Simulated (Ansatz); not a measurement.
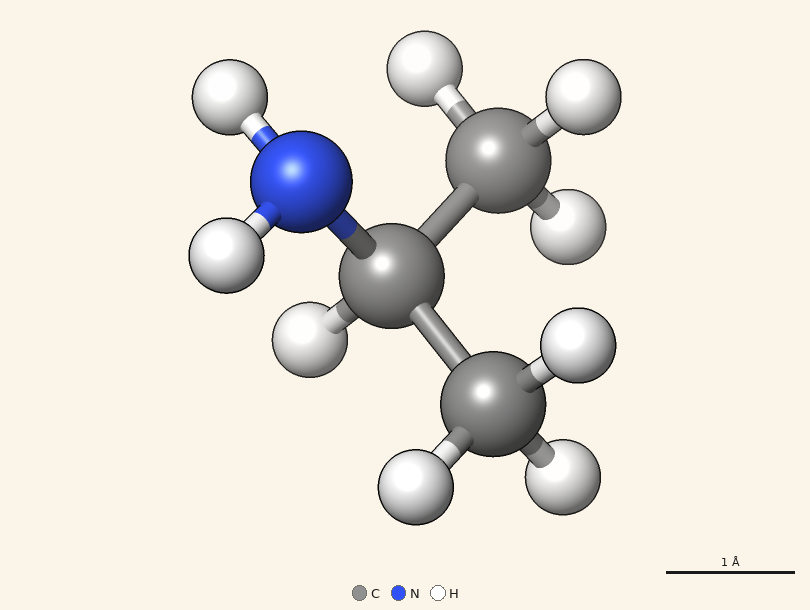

Starting geometry of the run.

Ansatz 0.2.0 input:

```yaml
crystal:
  periodic: [false, false, false]
  atoms:
    - {symbol: C, position_ang: [-0.776611, 0.880701, -0.631189]}
    - {symbol: C, position_ang: [-0.086897, -0.304473, -0.139901]}
    - {symbol: C, position_ang: [1.330323, -0.044594, 0.073758]}
    - {symbol: N, position_ang: [-0.663793, -0.692072, 1.075564]}
    - {symbol: H, position_ang: [-1.797252, 0.688408, -0.786111]}
    - {symbol: H, position_ang: [-0.695830, 1.660010, 0.066755]}
    - {symbol: H, position_ang: [-0.369296, 1.201205, -1.542845]}
    - {symbol: H, position_ang: [-0.170409, -1.058290, -0.879738]}
    - {symbol: H, position_ang: [1.796547, 0.250245, -0.818122]}
    - {symbol: H, position_ang: [1.824170, -0.902034, 0.425325]}
    - {symbol: H, position_ang: [1.453918, 0.715748, 0.786204]}
    - {symbol: H, position_ang: [-1.606948, -0.896759, 0.956129]}
    - {symbol: H, position_ang: [-0.237913, -1.498096, 1.414171]}
basis:
  gaussian: {orbitals: def2-TZVP}
hamiltonian: {xc: {name: HF}}
correlation: {method: mp2, electrons: all}
```

Command:

```sh
ansatz run in.yaml --threads 2 --pin off --events-out ev --progress --plain --max-ram 32768MiB --backend cpu
```

Output:

```
Functional definition: HF
  name "HF"
  cite "Fock, Z. Phys. 61, 126 (1930) doi:10.1007/BF01340294"
  parent pbe
  exchange = exact_x
  correlation = 0
1238 factors; integrals over basis functions are off by at most 1.1e-3 eV
mean field evaluation 1: about -4712.0490 eV, gradient 4.4e1 eV
mean field evaluation 2: about -4712.2147 eV, gradient 4.4e1 eV
mean field evaluation 4: about -4716.7864 eV, gradient 4.1e0 eV
mean field evaluation 8: about -4716.8414 eV, gradient 2.0e-1 eV
mean field -4716.84162382 eV, -173.3407324851 hartree, gradient 2.2e-6 eV, S^2 0.000000; 0 other end points of the search recorded, 0 dependent functions left out
reference -4716.84162382 eV, -173.3407324851 hartree; 17, 17 occupied and 161, 161 virtual orbitals, 1238 factors
second order -21.71028730 eV of doubles, -0.00000000 eV of singles
Total energy: -4738.55191112 eV, -174.1385708277 hartree
```

Self-consistency was reached.
